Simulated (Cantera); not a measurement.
Input: 1 mol BN, 1.8 mol HCl, at 0.0510 Torr.

Cantera equilibrium calculation (NASA polynomials, part measured and part estimated; ideal gas, pure solids and liquids). Candidate condensed phases: B, BN, NH₄Cl; 21 gas species. The tables' values for BCl₂, BCl are old estimates; treat these amounts as uncertain. Gases not in the tables: BHCl₂. Rates play no part.

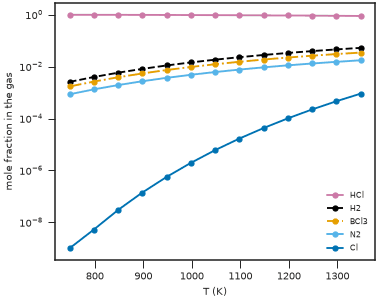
Figure: Equilibrium gas composition (values under 1e-9 drawn at 1e-9)

Q: Read off the mole fractions at 1248 K.

A: HCl about 0.92, H₂ about 0.040, BCl₃ about 0.026, N₂ about 0.013, Cl about 0.00022.
